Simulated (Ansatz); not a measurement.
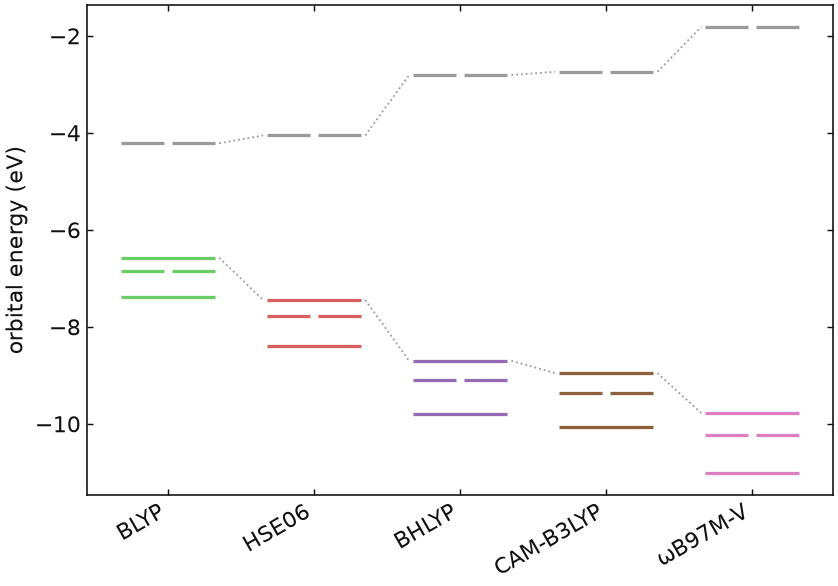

Frontier orbital energies of TiI₃F, SMILES [F][Ti]([I])([I])[I], singlet at one geometry, def2-TZVPP, the Ansatz code 0.2.0, at a PBE0-D4/def2-TZVP geometry (a minimum by its frequencies). Empty levels are grey, levels within 0.1 eV stand side by side; all columns show the same few orbitals around the gap. Dotted lines join the HOMOs and the LUMOs.

Q: How do the frontier levels move from column to column?

A: The separation grows from 2.36 eV (BLYP) to 7.96 eV (ωB97M-V).

```csv
level,HOMO (eV),LUMO (eV),separation (eV)
BLYP,−6.57,−4.21,2.36
HSE06,−7.44,−4.05,3.39
BHLYP,−8.70,−2.80,5.89
CAM-B3LYP,−8.95,−2.74,6.21
ωB97M-V,−9.77,−1.81,7.96
```

Caveats, for all or some of the runs: core potentials past krypton; empty levels above zero depend strongly on the basis; spin-orbit coupling is left out, and with I it can shift these levels and split any degenerate set.
